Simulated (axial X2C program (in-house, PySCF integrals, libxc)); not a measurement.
**IO⁻: from the state search to constants**

What are the state, bond length, wavenumber and bond energy of IO⁻, and what does spin–orbit coupling change?

Computed with an in-house X2C program for linear molecules on PySCF integrals. Level: all-electron X2C, I dyall-acv3z, O dyall-av3z.

All values are calculated.

## 1. Set-up

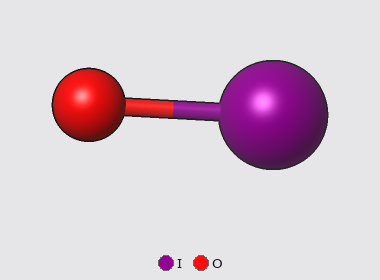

The two atoms at 1.960 Å (iodine purple, oxygen red).

The input, task.json:

```json
{"zs": [53, 8], "q": -1, "bas": ["dyall-acv3z", "dyall-av3z"], "levels": ["PBE0", "HF", "PBE50"], "cc": true, "r0": 1.96, "thr": -2.0, "nmax": 90, "npts": 10, "nst": 2, "ntry": 6}
```

Keys: zs atomic numbers; q charge; bas basis sets; levels methods (HF also brings MP2); cc coupled cluster on or off; r0 starting distance in Å; thr threshold in hartree for freezing inner shells (an s shell follows its p shell); nmax most natural virtual spinors; npts points asked for on the curve; nst determinants followed; ntry starts of the search.

Command:

```
> python so2c.py task.json out
```

Spin-free means the one-electron spin-free X2C Hamiltonian; two-component (2c) means X2C with spin–orbit coupling and atomic mean-field two-electron Coulomb and Gaunt terms. Basis: I dyall-acv3z contracted to [12s13p9d5f1g], O dyall-av3z contracted to [7s6p3d2f]; Gaussian nuclei, density fitting. Masses: I 126.904 u, O 15.995 u.

Notation: σ, π±, δ± give the projection m of an orbital's angular momentum (0, ±1, ±2), α and β its spin, Λ and M_S the sums; ω is the projection of a spinor's total angular momentum and Ω the sum. Logs are in hartree.

The results follow Hamiltonian by Hamiltonian and level by level.

## 2. Which state to follow

Determinants are compared with PBE0 at 1.960 Å.

Spin-free determinants:

```csv
ΔE (eV),state,open shells
0.00,"M_S = 0, Λ = 0",closed shell
1.66,"M_S = 1, Λ = 1","beyond closed shells: σα, π+α, π+β, π-α"
1.88,"M_S = 0, Λ = 1","beyond closed shells: σβ, π+α, π+β, π-α"
3.83,"M_S = 1, Λ = 0","beyond closed shells: π+α, π+β, 2 × π-α"
3.83,"M_S = 1, Λ = 2","beyond closed shells: 2 × π+α, π+β, π-α"
3.84,"M_S = 0, Λ = 2","beyond closed shells: π+α, 2 × π+β, π-α"
4.24,"M_S = 1, Λ = 0","beyond closed shells: π+α, π-α"
```

Two-component determinants:

```
ΔE (eV)  state                              open shells
   0.00  Ω = 0                             closed shell
   1.57  Ω = 2   excess of +ω over −ω: ω = 1/2, ω = 3/2
   1.79  Ω = 1  excess of +ω over −ω: ω = -1/2, ω = 3/2
   1.97  Ω = 1        excess of +ω over −ω: 2 × ω = 1/2
   3.69  Ω = 3        excess of +ω over −ω: 2 × ω = 3/2
   3.95  Ω = 1  excess of +ω over −ω: ω = -1/2, ω = 3/2
   3.96  Ω = 2   excess of +ω over −ω: ω = 1/2, ω = 3/2
```

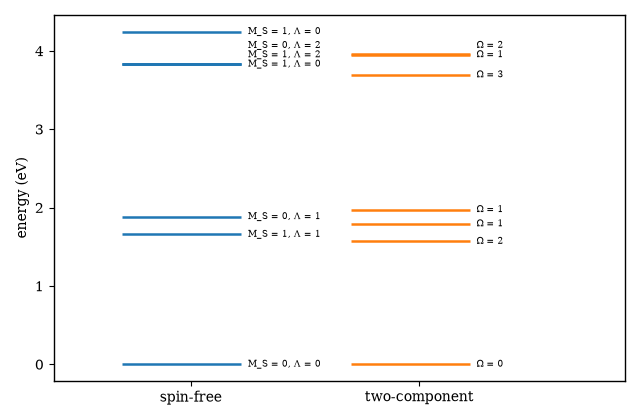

The determinants found, each set from its own lowest.

## 3. PBE0, spin-free

State followed: M_S = 0, Λ = 0 (closed shell). The scan is laid around 1.927 Å, a first estimate of the minimum, and this SCF restarts from the orbitals of the search.

Output at 1.927 Å:

```text
spin-free X2C-1e  PBE0
basis functions 194  fitting functions 971  grid points 5078
iter        total energy     max residual
   1      -7188.119809608     7.54e+00
   2      -7189.610386622     5.22e+00
   3      -7190.427892718     3.58e-01
   4      -7190.429893317     2.74e-01
   5      -7190.518275920     9.11e-02
   6      -7190.555814647     1.77e-01
   7      -7190.576074089     2.52e-02
   8      -7190.576799880     1.20e-02
   9      -7190.576981305     3.86e-03
  10      -7190.576994337     1.23e-03
  11      -7190.576997567     4.86e-04
  12      -7190.576997961     1.66e-04
  13      -7190.576998044     1.24e-04
  14      -7190.576998050     1.00e-04
  15      -7190.576998051     1.22e-05
converged
one-electron -10104.29988535  Coulomb 2988.90669200  exact exchange -47.17127352  xc functional -144.44799430  nuclear repulsion 116.43546312
```

Along the bond, energies from the lowest point:

| R (Å) | E (eV) | μ (D) | HOMO (eV) | LUMO (eV) | iterations |
| --- | --- | --- | --- | --- | --- |
| 1.677 | 0.9618 | -2.43 | 0.05 | 3.80 | 29 |
| 1.754 | 0.3804 | -2.97 | -0.07 | 3.74 | 22 |
| 1.811 | 0.1424 | -3.34 | -0.16 | 3.68 | 21 |
| 1.869 | 0.0262 | -3.66 | -0.26 | 3.60 | 20 |
| 1.927 | 0.0000 | -3.95 | -0.35 | 3.52 | 15 |
| 1.994 | 0.0510 | -4.25 | -0.46 | 3.39 | 20 |
| 2.062 | 0.1631 | -4.49 | -0.58 | 3.23 | 20 |
| 2.149 | 0.3635 | -4.74 | -0.73 | 2.99 | 19 |
| 2.255 | 0.6544 | -4.96 | -0.93 | 2.65 | 19 |
| 2.409 | 1.1021 | -5.16 | -1.21 | 2.12 | 18 |

Dipoles are positive if O is the positive end and refer to the centre of mass.

Outer orbitals at the reference distance:

| symmetry | occupied | ε (eV) | atomic character |
| --- | --- | --- | --- |
| σα | yes | -18.99 | 68% O s, 13% I s, 7% I p |
| σα | yes | -12.39 | 64% I s, 13% O s, 12% O p |
| σα | yes | -3.97 | 52% O p, 37% I p, 5% O s |
| π+α | yes | -3.25 | 57% I p, 40% O p, 2% O d |
| π-α | yes | -3.25 | 57% I p, 40% O p, 2% O d |
| π-α | yes | -0.35 | 52% O p, 34% I p, 9% I d |
| π+α | yes | -0.35 | 52% O p, 34% I p, 9% I d |
| σα | no | 3.52 | 68% I p, 11% O p, 9% I d |
| σα | no | 4.06 | 78% I s, 7% O p, 6% I p |
| π+α | no | 4.31 | 97% I p |
| π-α | no | 4.31 | 97% I p |

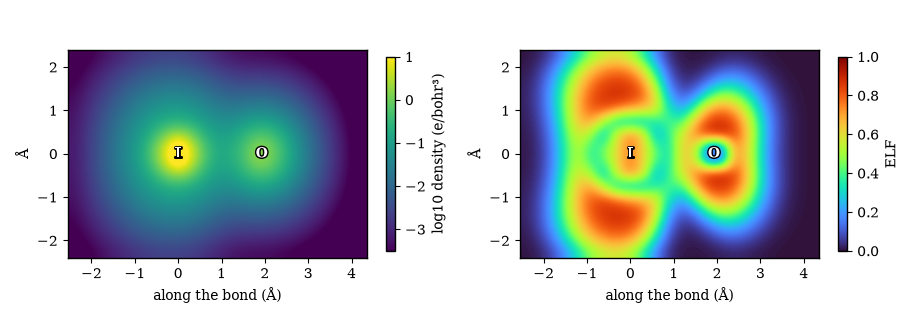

PBE0 fields in a plane through the axis, from a grid of 0.3 Å; I lies at z = 0 and O at z = 1.927 Å; the ELF is damped to zero where the density is low.

Re = 1.918 Å, ωe = 626 cm⁻¹, ωexe = 3.68 cm⁻¹, Be = 0.3225 cm⁻¹, De = 1.61 eV, μ = -3.91 D.

## 4. HF, spin-free

The SCF at the reference distance of 1.927 Å:

```text
spin-free X2C-1e  HF
basis functions 194  fitting functions 971  grid points 5078
iter        total energy     max residual
   1      -7187.642824308     3.51e-01
   2      -7187.668007307     7.20e-03
   3      -7187.668924652     1.29e-02
   4      -7187.669096620     2.62e-03
   5      -7187.669132461     1.31e-03
   6      -7187.669141866     8.32e-04
   7      -7187.669143580     1.26e-04
   8      -7187.669143688     3.41e-05
   9      -7187.669143695     1.31e-05
  10      -7187.669143696     2.73e-06
converged
one-electron -10103.35371836  Coulomb 2988.02510797  exact exchange -188.77599642  xc functional 0.00000000  nuclear repulsion 116.43546312
```

Re = 1.905 Å, ωe = 606 cm⁻¹, ωexe = 5.91 cm⁻¹, Be = 0.327 cm⁻¹, De = -1.21 eV, μ = -3.97 D.

## 5. PBE50, spin-free

The SCF at the reference distance of 1.927 Å:

```text
spin-free X2C-1e  PBE50
basis functions 194  fitting functions 971  grid points 5078
iter        total energy     max residual
   1      -7190.647245187     1.20e-01
   2      -7190.650830325     3.66e-03
   3      -7190.650938282     3.00e-03
   4      -7190.650965113     7.95e-04
   5      -7190.650966449     1.72e-04
   6      -7190.650966741     1.25e-04
   7      -7190.650966763     1.46e-05
   8      -7190.650966764     6.77e-06
converged
one-electron -10104.66509333  Coulomb 2989.31108124  exact exchange -94.36989176  xc functional -97.36252604  nuclear repulsion 116.43546312
```

Re = 1.894 Å, ωe = 656 cm⁻¹, ωexe = 4.03 cm⁻¹, Be = 0.331 cm⁻¹, De = 1.03 eV, μ = -3.91 D.

## 6. MP2 and beyond, spin-free

Correlated methods: 14 electrons correlated (frozen shells, counted by type: I 4 s, 3 p, 2 d; O 1 s), 276 virtual spinors in MP2, 88 natural virtuals in coupled cluster.

Output of the correlated part at 1.927 Å:

```text
correlated 14  virtual 276  natural virtual 88  E(MP2) -0.421451599  MP2 remainder -0.028060604
iter   CCSD correlation   residual
   1     -0.386439853   1.55e-01
   2     -0.398977512   6.45e-02
   3     -0.402347949   2.09e-02
   4     -0.402485658   7.55e-03
   5     -0.402601212   2.84e-03
   6     -0.402604380   7.81e-04
   7     -0.402606422   2.88e-04
   8     -0.402608628   8.46e-05
   9     -0.402607770   2.49e-05
  10     -0.402608004   6.90e-06
  11     -0.402607848   2.64e-06
  12     -0.402607858   9.86e-07
(T) -0.018019212  T1 0.0235  D1 0.0349  max T2 0.109
```

T1 in the output is the amplitude norm over the root of the electron number; divide by √2 for the Lee–Taylor value.

MP2: Re = 1.913 Å, ωe = 700 cm⁻¹, Be = 0.3242 cm⁻¹, De = 2.01 eV.

CCSD: Re = 1.933 Å, ωe = 605 cm⁻¹, ωexe = 3.23 cm⁻¹, Be = 0.3177 cm⁻¹, De = 1.43 eV. T1 at Re = 0.017 (Lee–Taylor, the printed value over √2).

CCSD(T): Re = 1.943 Å, ωe = 592 cm⁻¹, ωexe = 3.47 cm⁻¹, Be = 0.3143 cm⁻¹, De = 1.64 eV. T1 at Re = 0.017 (Lee–Taylor, the printed value over √2).

## 7. A higher determinant, spin-free

State: M_S = 1, Λ = 1 (beyond closed shells: σα, π+α, π+β, π-α).

Output at the reference distance:

```text
spin-free X2C-1e  PBE0
basis functions 194  fitting functions 971  grid points 5078
iter        total energy     max residual
   1      -7188.013469622     7.29e+00
   2      -7189.429719663     5.33e+00
   3      -7190.215401788     2.36e-01
   4      -7190.435845526     5.57e-01
   5      -7190.445976116     4.23e-01
   6      -7190.508403928     1.25e-01
   7      -7190.510606088     6.02e-02
   8      -7190.511544925     1.97e-02
   9      -7190.511676608     1.40e-02
  10      -7190.511744936     4.90e-03
  11      -7190.511764608     3.05e-03
  12      -7190.511772350     3.45e-03
  13      -7190.511776299     9.29e-04
  14      -7190.511777825     1.24e-03
  15      -7190.511778754     6.07e-04
  16      -7190.511779173     3.00e-04
  17      -7190.511779287     2.45e-04
  18      -7190.511779372     1.54e-04
  19      -7190.511779416     1.25e-04
  20      -7190.511779435     9.07e-05
  21      -7190.511779441     2.45e-05
  22      -7190.511779442     1.82e-05
converged
one-electron -10103.25813151  Coulomb 2987.89407658  exact exchange -47.16473731  xc functional -144.41845032  nuclear repulsion 116.43546312
```

| R (Å) | E above the lowest PBE0 point (eV) |
| --- | --- |
| 1.677 | 3.292 |
| 1.754 | 2.611 |
| 1.811 | 2.256 |
| 1.869 | 1.986 |
| 1.927 | 1.775 |
| 1.994 | 1.578 |
| 2.062 | 1.423 |
| 2.149 | 1.271 |
| 2.255 | 1.146 |

No constants are quoted: the lowest point is the long end of the scan.

## 8. The spin-free curves together

Energy (eV) of the followed determinant, spin-free, from each level's lowest point:

| R (Å) | PBE0 | HF | MP2 | CCSD | CCSD(T) | PBE50 |
| --- | --- | --- | --- | --- | --- | --- |
| 1.677 | 0.962 | 0.838 | 1.044 | n/a | n/a | 0.812 |
| 1.754 | 0.380 | 0.305 | 0.414 | 0.434 | 0.472 | 0.283 |
| 1.811 | 0.142 | 0.099 | 0.152 | 0.177 | 0.202 | 0.082 |
| 1.869 | 0.026 | 0.009 | 0.024 | 0.043 | 0.055 | 0.000 |
| 1.927 | 0.000 | 0.000 | 0.000 | 0.000 | 0.000 | 0.005 |
| 1.994 | 0.051 | 0.059 | 0.073 | 0.032 | 0.019 | 0.088 |
| 2.062 | 0.163 | 0.164 | 0.228 | 0.127 | 0.102 | 0.227 |
| 2.149 | 0.364 | 0.335 | 0.511 | 0.310 | 0.269 | 0.455 |
| 2.255 | 0.654 | 0.564 | 0.934 | n/a | n/a | 0.771 |
| 2.409 | 1.102 | 0.883 | 1.599 | n/a | n/a | 1.240 |

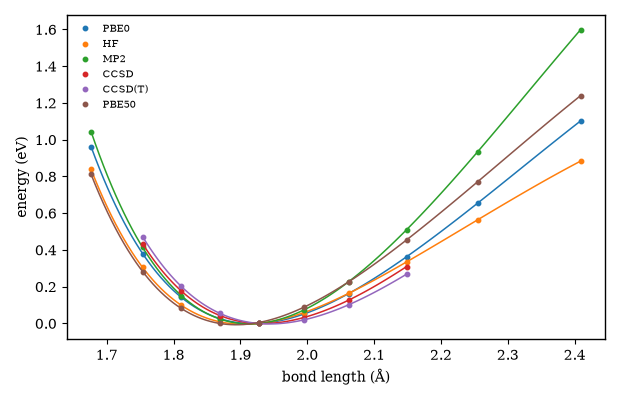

Curves of the followed state, spin-free, each from its own lowest point.

## 9. PBE0, 2c

State followed: Ω = 0 (closed shell). The scan is laid around 1.927 Å, a first estimate of the minimum, and this SCF restarts from the orbitals of the search.

The SCF at the reference distance of 1.927 Å:

```text
two-component X2C + atomic mean field  PBE0
basis functions 194  fitting functions 971  grid points 5078
iter        total energy     max residual
   1      -7185.075882664     6.45e+00
   2      -7186.754050308     4.15e+00
   3      -7187.478384791     3.32e-01
   4      -7187.563272558     1.67e-01
   5      -7187.569644863     5.99e-02
   6      -7187.595695004     4.34e-02
   7      -7187.597030695     1.54e-02
   8      -7187.597373851     4.72e-03
   9      -7187.597389412     2.54e-03
  10      -7187.597394111     4.15e-04
  11      -7187.597394470     3.91e-04
  12      -7187.597394604     7.24e-05
  13      -7187.597394608     1.22e-04
  14      -7187.597394610     1.24e-05
converged
one-electron -10095.42732274  Coulomb 2987.23671913  exact exchange -47.14302420  xc functional -144.36730876  nuclear repulsion 116.43546312  atomic mean-field constant -4.33192116
```

Along the bond, energies from the lowest point:

| R (Å) | E (eV) | μ (D) | HOMO (eV) | LUMO (eV) | iterations |
| --- | --- | --- | --- | --- | --- |
| 1.677 | 0.9739 | -2.43 | 0.21 | 3.80 | 27 |
| 1.754 | 0.3887 | -2.98 | 0.08 | 3.73 | 22 |
| 1.811 | 0.1479 | -3.35 | -0.01 | 3.67 | 22 |
| 1.869 | 0.0290 | -3.69 | -0.11 | 3.60 | 21 |
| 1.927 | 0.0000 | -3.98 | -0.21 | 3.51 | 14 |
| 1.994 | 0.0478 | -4.28 | -0.33 | 3.39 | 23 |
| 2.062 | 0.1567 | -4.54 | -0.45 | 3.24 | 25 |
| 2.149 | 0.3530 | -4.80 | -0.61 | 3.00 | 24 |
| 2.255 | 0.6388 | -5.04 | -0.80 | 2.67 | 25 |
| 2.409 | 1.0775 | -5.25 | -1.10 | 2.16 | 27 |

Dipoles are positive if O is the positive end and refer to the centre of mass.

Outer spinors at the reference distance:

```
  ω  occupied  ε (eV)           atomic character     λ mixture
1/2       yes  -18.98   68% O s, 13% I s, 7% I p        100% σ
1/2       yes  -12.39  64% I s, 13% O s, 12% O p        100% σ
1/2       yes   -4.13   46% O p, 44% I p, 4% O s  81% σ, 19% π
1/2       yes   -3.33           54% I p, 41% O p  82% π, 18% σ
3/2       yes   -3.06           52% I p, 44% O p        100% π
1/2       yes   -0.47   57% O p, 29% I p, 9% I d   99% π, 1% σ
3/2       yes   -0.21   48% O p, 38% I p, 9% I d        100% π
1/2        no    3.51   68% I p, 11% O p, 9% I s        100% σ
1/2        no    4.08    75% I s, 8% I p, 7% O p   97% σ, 3% π
1/2        no    4.29            94% I p, 2% I s   97% π, 3% σ
3/2        no    4.33                    97% I p        100% π
```

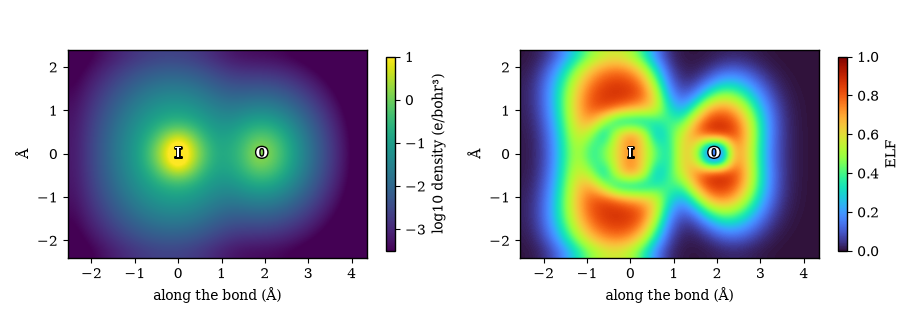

PBE0 fields in a plane through the axis, from a grid of 0.3 Å; I lies at z = 0 and O at z = 1.927 Å; the ELF is damped to zero where the density is low.

Re = 1.921 Å, ωe = 622 cm⁻¹, ωexe = 3.7 cm⁻¹, Be = 0.3217 cm⁻¹, De = 1.63 eV, μ = -3.95 D.

## 10. HF, 2c

The SCF at the reference distance of 1.927 Å:

```text
two-component X2C + atomic mean field  HF
basis functions 194  fitting functions 971  grid points 5078
iter        total energy     max residual
   1      -7184.659158437     4.10e-01
   2      -7184.684357315     7.00e-03
   3      -7184.685286541     1.53e-02
   4      -7184.685465968     3.17e-03
   5      -7184.685504498     1.60e-03
   6      -7184.685515063     1.06e-03
   7      -7184.685517143     1.38e-04
   8      -7184.685517390     6.64e-05
   9      -7184.685517485     5.42e-05
  10      -7184.685517556     1.80e-05
  11      -7184.685517575     1.12e-05
  12      -7184.685517577     3.58e-06
  13      -7184.685517577     4.60e-07
converged
one-electron -10094.47416172  Coulomb 2986.34798366  exact exchange -188.66288148  xc functional 0.00000000  nuclear repulsion 116.43546312  atomic mean-field constant -4.33192116
```

Re = 1.907 Å, ωe = 604 cm⁻¹, ωexe = 5.89 cm⁻¹, Be = 0.3265 cm⁻¹, De = -1.20 eV, μ = -4.00 D.

## 11. PBE50, 2c

The SCF at the reference distance of 1.927 Å:

```text
two-component X2C + atomic mean field  PBE50
basis functions 194  fitting functions 971  grid points 5078
iter        total energy     max residual
   1      -7187.666126554     1.40e-01
   2      -7187.669712951     2.75e-03
   3      -7187.669824626     3.63e-03
   4      -7187.669852512     9.56e-04
   5      -7187.669854006     1.73e-04
   6      -7187.669854334     1.69e-04
   7      -7187.669854368     1.98e-05
   8      -7187.669854374     2.26e-05
   9      -7187.669854377     1.02e-05
converged
one-electron -10095.79229410  Coulomb 2987.64086313  exact exchange -94.31339942  xc functional -97.30856595  nuclear repulsion 116.43546312  atomic mean-field constant -4.33192116
```

Re = 1.895 Å, ωe = 652 cm⁻¹, ωexe = 4.03 cm⁻¹, Be = 0.3304 cm⁻¹, De = 1.04 eV, μ = -3.94 D.

## 12. MP2 and beyond, 2c

Correlated methods: 14 electrons correlated (frozen shells, counted by type: I 4 s, 3 p, 2 d; O 1 s), 276 virtual spinors in MP2, 90 natural virtuals in coupled cluster.

Output of the correlated part at 1.927 Å:

```text
correlated 14  virtual 276  natural virtual 90  E(MP2) -0.421214637  MP2 remainder -0.026023503
iter   CCSD correlation   residual
   1     -0.388056656   1.56e-01
   2     -0.400620711   6.50e-02
   3     -0.404011345   2.10e-02
   4     -0.404149200   7.65e-03
   5     -0.404265120   2.92e-03
   6     -0.404268772   9.04e-04
   7     -0.404271266   4.26e-04
   8     -0.404275084   2.32e-04
   9     -0.404272237   1.53e-04
  10     -0.404274332   8.56e-05
  11     -0.404272929   3.92e-05
  12     -0.404273090   1.66e-05
  13     -0.404273037   8.30e-06
  14     -0.404273010   4.19e-06
  15     -0.404273019   1.58e-06
(T) -0.018144913  T1 0.0236  D1 0.0352  max T2 0.098
```

MP2: Re = 1.915 Å, ωe = 697 cm⁻¹, Be = 0.3235 cm⁻¹, De = 2.02 eV.

CCSD: Re = 1.935 Å, ωe = 601 cm⁻¹, ωexe = 3.27 cm⁻¹, Be = 0.3169 cm⁻¹, De = 1.44 eV. T1 at Re = 0.017 (Lee–Taylor, the printed value over √2).

CCSD(T): Re = 1.946 Å, ωe = 587 cm⁻¹, ωexe = 3.51 cm⁻¹, Be = 0.3135 cm⁻¹, De = 1.65 eV. T1 at Re = 0.017 (Lee–Taylor, the printed value over √2).

## 13. A higher determinant, 2c

State: Ω = 2 (excess of +ω over −ω: ω = 1/2, ω = 3/2).

Output at the reference distance:

```text
two-component X2C + atomic mean field  PBE0
basis functions 194  fitting functions 971  grid points 5078
iter        total energy     max residual
   1      -7184.973444530     6.28e+00
   2      -7186.726886871     3.89e+00
   3      -7187.413658139     3.70e-01
   4      -7187.487260422     2.80e-01
   5      -7187.520559625     2.25e-01
   6      -7187.532147570     1.03e-01
   7      -7187.535114749     3.00e-02
   8      -7187.535461927     1.22e-02
   9      -7187.535635539     7.67e-03
  10      -7187.535711907     6.08e-03
  11      -7187.535739492     2.40e-03
  12      -7187.535751558     1.36e-03
  13      -7187.535754786     5.36e-04
  14      -7187.535755661     8.03e-04
  15      -7187.535755948     1.18e-04
  16      -7187.535756030     1.45e-04
  17      -7187.535756064     6.45e-05
  18      -7187.535756084     5.76e-05
  19      -7187.535756095     3.94e-05
  20      -7187.535756100     2.35e-05
  21      -7187.535756102     1.41e-05
converged
one-electron -10094.30648571  Coulomb 2986.13995831  exact exchange -47.13536244  xc functional -144.33740822  nuclear repulsion 116.43546312  atomic mean-field constant -4.33192116
```

| R (Å) | E above the lowest PBE0 point (eV) |
| --- | --- |
| 1.677 | 3.148 |
| 1.754 | 2.478 |
| 1.811 | 2.134 |
| 1.869 | 1.876 |
| 1.927 | 1.677 |
| 1.994 | 1.495 |
| 2.062 | 1.351 |
| 2.149 | 1.212 |
| 2.255 | 1.100 |

No constants are quoted: the lowest point is the long end of the scan.

## 14. The 2c curves together

Energy (eV) of the followed determinant, 2c, from each level's lowest point:

| R (Å) | PBE0 | HF | MP2 | CCSD | CCSD(T) | PBE50 |
| --- | --- | --- | --- | --- | --- | --- |
| 1.677 | 0.974 | 0.847 | 1.057 | n/a | n/a | 0.820 |
| 1.754 | 0.389 | 0.311 | 0.423 | 0.442 | 0.480 | 0.288 |
| 1.811 | 0.148 | 0.103 | 0.158 | 0.183 | 0.207 | 0.084 |
| 1.869 | 0.029 | 0.011 | 0.027 | 0.046 | 0.058 | 0.000 |
| 1.927 | 0.000 | 0.000 | 0.000 | 0.000 | 0.000 | 0.002 |
| 1.994 | 0.048 | 0.057 | 0.069 | 0.029 | 0.016 | 0.083 |
| 2.062 | 0.157 | 0.161 | 0.220 | 0.121 | 0.096 | 0.219 |
| 2.149 | 0.353 | 0.331 | 0.499 | 0.299 | 0.258 | 0.444 |
| 2.255 | 0.639 | 0.557 | 0.919 | n/a | n/a | 0.756 |
| 2.409 | 1.077 | 0.851 | 1.661 | n/a | n/a | 1.216 |

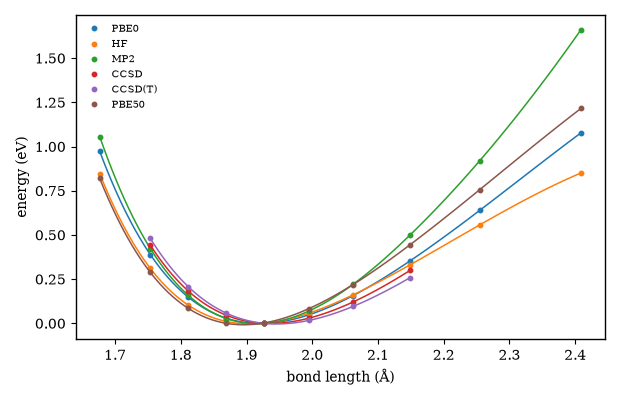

Curves of the followed state, 2c, each from its own lowest point.

Time for the job: 3.4 min (1 thread of Arm Neoverse V1, shared host); peak memory 0.9 GiB.

## 15. Constants

Lowest determinant that the search found at its distance, spin-free: M_S = 0, Λ = 0 (closed shell).

Lowest determinant that the search found at its distance, 2c: Ω = 0 (closed shell).

```tsv
Hamiltonian	level	Re (Å)	ωe (cm⁻¹)	De (eV)	μ (D)
spin-free	PBE0	1.918	626	1.61	-3.91
spin-free	HF	1.905	606	-1.21	-3.97
spin-free	MP2	1.913	700	2.01	n/a
spin-free	CCSD	1.933	605	1.43	n/a
spin-free	CCSD(T)	1.943	592	1.64	n/a
spin-free	PBE50	1.894	656	1.03	-3.91
2c	PBE0	1.921	622	1.63	-3.95
2c	HF	1.907	604	-1.20	-4.00
2c	MP2	1.915	697	2.02	n/a
2c	CCSD	1.935	601	1.44	n/a
2c	CCSD(T)	1.946	587	1.65	n/a
2c	PBE50	1.895	652	1.04	-3.94
```

Dipoles are positive if O is the positive end and refer to the centre of mass.

Time per point (s) on 1 thread of Arm Neoverse V1, shared host (2c runs; CCSD comes with the CCSD(T) run); the times are rough: PBE0 0.95, HF 0.59, MP2 0.97, CCSD(T) 7, PBE50 0.91.

What this shows: At CCSD(T), going from spin-free to two-component changes Re by +3 mÅ, ωe by -0.8 %; the spin-free picture holds up (part of it comes from the scalar share of the two-electron terms). De moves by +0.01 eV; both De rest on single-determinant atoms, which can miss part of an open shell's spin–orbit lowering. De is negative at HF: there the minimum lies above the ground-state fragments.

De refers to I- + O, each in the lowest determinant found, which need not be this curve's own limit. The state is a single determinant with fixed occupations, the lowest that a limited PBE0 search found. The closed shell is kept restricted; where the fragments are open shells, the energy then runs too high at long range. Dissociation energies refer to the lowest single-determinant-based atoms at the same level and basis. Coupled cluster ran in a truncated set of natural virtual spinors; the MP2 energy of the rest was added.
